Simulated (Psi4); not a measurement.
**Two attempts at BH4P (SMILES BP)**

Wanted: a single-point energy of BH4P, DLPNO-CCSD/3-21G (density fitting, density fitting for correlation, pno convergence tight).

The results are computed with Psi4 1.11.

## 1. The molecule

The species is BH4P (6 atoms), typed as a singlet with charge 0. As SMILES, `BP`. The shape comes from GFN2-xTB, which is rough for such elements, and wasn't checked as a minimum.

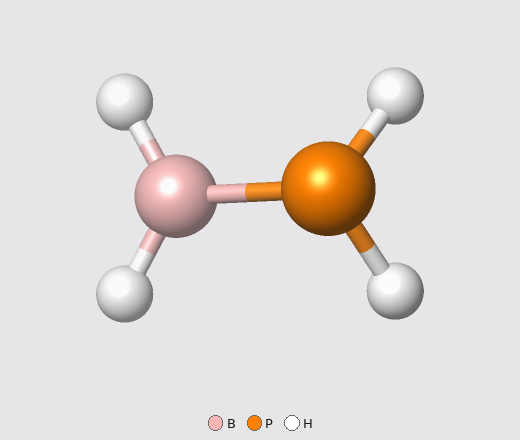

Viewed from a chosen angle; boron pink, phosphorus orange, hydrogen white.

## 2. The input as first written

Input file run.py:

```python
import psi4

psi4.set_memory('1600 MB')
psi4.set_num_threads(1)
psi4.set_output_file('bh4p.out', False)

mol = psi4.geometry("""
B      0.00502667    -1.64020669     0.22465064
P      0.71571487     1.75512093     0.49062959
H     -1.46918647    -2.55337904     1.59290684
H      1.24576415    -2.91182229    -1.08834997
H      1.13215382     2.49264324    -1.97234495
H     -1.62945415     2.85764385     0.75250784
units bohr
symmetry c1
""")

psi4.set_options({
    'scf_type': 'df',
    'freeze_core': True,
    'pno_convergence': 'tight',
    'maxiter': 6,
})

E = psi4.energy("dlpno-ccsd/3-21G")
print(f'dlpno-ccsd/3-21G energy: {E:.10f} Eh')
```

Run with:

```sh
$ python run.py
```

bh4p.out:

```text
Psi4 1.11 release

   => Loading Basis Set <=

    Name: 3-21G
    Role: ORBITAL
    Keyword: BASIS

         ---------------------------------------------------------
                                   SCF
                              RHF Reference
                        1 Threads,   1525 MiB Core
         ---------------------------------------------------------

  ==> Geometry <==

    Molecular point group: c1
    Full point group: C1

    Geometry (in Bohr), charge = 0, multiplicity = 1:

       Center              X                  Y                   Z               Mass
    ------------   -----------------  -----------------  -----------------  -----------------
         B           -0.462161320034    -2.426686004811    -0.143691146266    11.009305360000
         P            0.248526879966     0.968641615189     0.122287803734    30.973761998420
         H           -1.936374460034    -3.339858354811     1.224565053734     1.007825032230
         H            0.778576159966    -3.698301604811    -1.456691756266     1.007825032230
         H            0.664965829966     1.706163925189    -2.340686736266     1.007825032230
         H           -2.096642140034     2.071164535189     0.384166053734     1.007825032230

  Running in c1 symmetry.

  Rotational constants: A =      3.03400  B =      0.44703  C =      0.41537 [cm^-1]
  Rotational constants: A =  90956.93557  B =  13401.76034  C =  12452.53370 [MHz]
  Nuclear repulsion =   46.914828271215498

  Charge       = 0
  Multiplicity = 1
  Electrons    = 24
  Nalpha       = 12
  Nbeta        = 12

  ==> Algorithm <==

  SCF Algorithm Type is DF.
  DIIS enabled.
  MOM disabled.
  Fractional occupation disabled.
  Guess Type is SAD.
  Energy threshold   = 1.00e-08
  Density threshold  = 1.00e-08
  Integral threshold = 1.00e-12

  ==> Primary Basis <==

  Basis Set: 3-21G
    Blend: 3-21G
    Number of shells: 20
    Number of basis functions: 30
    Number of Cartesian functions: 30
    Spherical Harmonics?: false
    Max angular momentum: 1

   => Loading Basis Set <=

    Name: (3-21G AUX)
    Role: JKFIT
    Keyword: DF_BASIS_SCF

  ==> Integral Setup <==

  DFHelper Memory: AOs need 0.003 GiB; user supplied 1.118 GiB.
  SCF_SUBTYPE=INCORE selected. In-core MEM_DF algorithm will be used.
  Using in-core AOs.

  ==> MemDFJK: Density-Fitted J/K Matrices <==

    J tasked:                   Yes
    K tasked:                   Yes
    wK tasked:                   No
    Memory [MiB]:              1144
    Algorithm:                 Core
    Schwarz Cutoff:           1E-12
    Mask sparsity (%):       0.2222
    Fitting Condition:        1E-10

   => Auxiliary Basis Set <=

  Basis Set: (3-21G AUX)
    Blend: DEF2-UNIVERSAL-JKFIT
    Number of shells: 87
    Number of basis functions: 324
    Number of Cartesian functions: 324
    Spherical Harmonics?: false
    Max angular momentum: 4

  Minimum eigenvalue in the overlap matrix is 1.1610310237E-02.
  Reciprocal condition number of the overlap matrix is 2.9935118259E-03.
    Using symmetric orthogonalization.

  ==> Pre-Iterations <==

  SCF Guess: Superposition of Atomic Densities via on-the-fly atomic UHF (no occupation information).

   -------------------------
    Irrep   Nso     Nmo
   -------------------------
     A         30      30
   -------------------------
    Total      30      30
   -------------------------

  ==> Iterations <==

                           Total Energy        Delta E     RMS |[F,P]|

   @DF-RHF iter SAD:  -365.23807626866869   -3.65238e+02   0.00000e+00
   @DF-RHF iter   1:  -365.78668916517506   -5.48613e-01   5.06441e-03 ADIIS/DIIS
   @DF-RHF iter   2:  -365.81330134672754   -2.66122e-02   1.38824e-03 ADIIS/DIIS
   @DF-RHF iter   3:  -365.81571337641157   -2.41203e-03   4.63636e-04 ADIIS/DIIS
   @DF-RHF iter   4:  -365.81622679273983   -5.13416e-04   1.56821e-04 ADIIS/DIIS
   @DF-RHF iter   5:  -365.81628984421707   -6.30515e-05   3.41750e-05 DIIS
   @DF-RHF iter   6:  -365.81629251880099   -2.67458e-06   1.02193e-05 DIIS

PsiException: Could not converge SCF iterations in 6 iterations.

  Failed to converge.
```

On the terminal:

```text
Traceback (most recent call last):
  File "run.py", line 25, in <module>
    E = psi4.energy("dlpno-ccsd/3-21G")
psi4.driver.p4util.exceptions.SCFConvergenceError: Could not converge SCF iterations in 6 iterations.
```

It took 1.4 s on 1 thread of AMD EPYC 9R45 (Zen 5), shared host; peak memory 0.18 GiB.

## 3. Reading the log

No converged result was reached.

The log says `psi4.driver.p4util.exceptions.SCFConvergenceError: Could not converge SCF iterations in 6 iterations.`. What is wrong: the iteration cap is too low for convergence. To mend it: SCF iteration cap at its default in place of 6.

## 4. The mended input

Input file run.py:

```python
import psi4

psi4.set_memory('1600 MB')
psi4.set_num_threads(1)
psi4.core.set_output_file('run.log', False)

mol = psi4.geometry("""
0 1
B      0.00502667    -1.64020669     0.22465064
P      0.71571487     1.75512093     0.49062959
H     -1.46918647    -2.55337904     1.59290684
H      1.24576415    -2.91182229    -1.08834997
H      1.13215382     2.49264324    -1.97234495
H     -1.62945415     2.85764385     0.75250784
units au
symmetry c1
""")

psi4.set_options(dict(scf_type='df', freeze_core=True, pno_convergence='tight'))

E = psi4.energy("dlpno-ccsd/3-21G")
print(f'total energy {E:.8f} hartree = {E * 27.211386:.5f} eV')
for k, v in sorted(psi4.core.scalar_variables().items()):
    print(f'{k:45s} {v:18.10f}')
```

Run with:

```sh
$ python run.py
```

run.log:

```text
=> Loading Basis Set <=

    Name: 3-21G
    Role: ORBITAL
    Keyword: BASIS

         ---------------------------------------------------------
                                   SCF
                              RHF Reference
                        1 Threads,   1525 MiB Core
         ---------------------------------------------------------

  ==> Geometry <==

    Molecular point group: c1
    Full point group: C1

    Geometry (in Bohr), charge = 0, multiplicity = 1:

       Center              X                  Y                   Z               Mass
    ------------   -----------------  -----------------  -----------------  -----------------
         B           -0.462161320034    -2.426686004811    -0.143691146266    11.009305360000
         P            0.248526879966     0.968641615189     0.122287803734    30.973761998420
         H           -1.936374460034    -3.339858354811     1.224565053734     1.007825032230
         H            0.778576159966    -3.698301604811    -1.456691756266     1.007825032230
         H            0.664965829966     1.706163925189    -2.340686736266     1.007825032230
         H           -2.096642140034     2.071164535189     0.384166053734     1.007825032230

  Running in c1 symmetry.

[... 86 lines left out ...]
   @DF-RHF iter   2:  -365.81330134672754   -2.66122e-02   1.38824e-03 ADIIS/DIIS
[... 4 lines left out ...]
   @DF-RHF iter   7:  -365.81629267844193   -1.59641e-07   2.27912e-06 DIIS
[... 4 lines left out ...]
  Energy and wave function converged.
[... 34 lines left out ...]
    Two-Electron Energy =                 185.0091871499110425
[... 38 lines left out ...]
  DLPNO convergence set to TIGHT.
[... 41 lines left out ...]
    @Boys    2   3.9288820634901981E+01   3.842917E-02
[... 59 lines left out ...]
    Surviving Pairs / Non-dipole Pairs = (100.00 %)
[... 86 lines left out ...]
    E_CONVERGENCE = 1.00e-08
[... 7 lines left out ...]
  @PNO-LMP2 iter   8:  -0.115587768528  8.100e-09  7.959e-09        0
[... 13 lines left out ...]
  @Total DLPNO-MP2 Energy: -365.931880467000
[... 57 lines left out ...]
    PNO truncation energy = -0.000009188821
[... 42 lines left out ...]
    Storing (Q_{ij}|a_{ij} b_{ij}) integrals in RAM...

    Computing integrals in the PNO basis from PAO integrals...

    Integral Computation Complete!!! Time Elapsed:    0 seconds

  ==> Local CCSD <==

    E_CONVERGENCE = 1.00e-06
    R_CONVERGENCE = 1.00e-06

                      Corr. Energy    Delta E     Max R1     Max R2     Time (s)
  @LCCSD iter   1:  -0.134950310297 -1.350e-01  3.937e-03  2.921e-03        0
  @LCCSD iter   2:  -0.142832699721 -7.882e-03  1.252e-03  8.951e-04        0
  @LCCSD iter   3:  -0.143953144093 -1.120e-03  1.108e-03  2.007e-04        0
  @LCCSD iter   4:  -0.144464193742 -5.110e-04  3.784e-04  2.092e-04        0
  @LCCSD iter   5:  -0.144653427152 -1.892e-04  2.899e-04  6.723e-05        0
  @LCCSD iter   6:  -0.144708885942 -5.546e-05  1.140e-04  3.251e-05        0
  @LCCSD iter   7:  -0.144732603943 -2.372e-05  4.573e-05  9.547e-06        1
  @LCCSD iter   8:  -0.144731545116  1.059e-06  1.765e-05  3.605e-06        0
  @LCCSD iter   9:  -0.144735897169 -4.352e-06  1.010e-05  1.577e-06        0
  @LCCSD iter  10:  -0.144735968809 -7.164e-08  2.687e-06  7.723e-07        0
  @LCCSD iter  11:  -0.144737011621 -1.043e-06  1.896e-06  3.815e-07        0
  @LCCSD iter  12:  -0.144737318513 -3.069e-07  6.756e-07  1.311e-07        0

  T1 Diagnostic: 0.01896416

  Total DLPNO-CCSD Correlation Energy:  -0.144746507334
    CCSD Correlation Energy:            -0.144737318513
    Weak Pair Contribution:              0.000000000000
    Semicanonical MP2 Correction:        0.000000000000
    Dipole Pair Correction:              0.000000000000
    PNO Truncation Correction:          -0.000009188821

  @Total DLPNO-CCSD Energy: -365.961039201106
    *** Wow, that was fast! A thousand hallelujahs!!!

	total time  =          1 seconds =       0.02 minutes
```

Standard output:

```text
total energy -365.96103920 hartree = -9958.30710 eV
CC T1 DIAGNOSTIC                                    0.0189641566
CCSD CORRELATION ENERGY                            -0.1447465073
CCSD TOTAL ENERGY                                -365.9610392011
CURRENT CORRELATION ENERGY                         -0.1447465073
CURRENT ENERGY                                   -365.9610392011
CURRENT REFERENCE ENERGY                         -365.8162926938
DD SOLVATION ENERGY                                 0.0000000000
DLPNO DIPOLE ENERGY                                 0.0000000000
DLPNO LMP2 WEAK PAIR ENERGY                         0.0000000000
DLPNO PNO TRUNCATION ERROR                         -0.0000091888
DLPNO SC-LMP2 PAIR ENERGY                           0.0000000000
HF KINETIC ENERGY                                 365.7664089562
HF POTENTIAL ENERGY                              -731.5827016500
HF TOTAL ENERGY                                  -365.8162926938
HF VIRIAL RATIO                                     2.0001363814
MP2 CORRELATION ENERGY                             -0.1155877732
MP2 TOTAL ENERGY                                 -365.9318804670
NUCLEAR REPULSION ENERGY                           46.9148282712
ONE-ELECTRON ENERGY                              -597.7403081149
PCM POLARIZATION ENERGY                             0.0000000000
PE ENERGY                                           0.0000000000
SCF ITERATION ENERGY                             -365.8162926938
SCF ITERATIONS                                     11.0000000000
SCF TOTAL ENERGY                                 -365.8162926938
TWO-ELECTRON ENERGY                               185.0091871499
```

It took 2.6 s on 1 thread of AMD EPYC 9R45 (Zen 5), shared host; peak memory 0.2 GiB.

## 5. Results

At DLPNO-CCSD/3-21G (density fitting, density fitting for correlation, pno convergence tight):

| quantity | value |
| --- | --- |
| total energy | -365.96104 Eh |
| HOMO energy (Hartree–Fock orbitals) | -10.02 eV |
| LUMO energy (Hartree–Fock orbitals) | 2.01 eV |
| HOMO–LUMO gap (Hartree–Fock orbitals) | 12.02 eV |
| correlation energy (6 core orbitals frozen) | -144.7 mEh |
| T1 diagnostic | 0.019 |
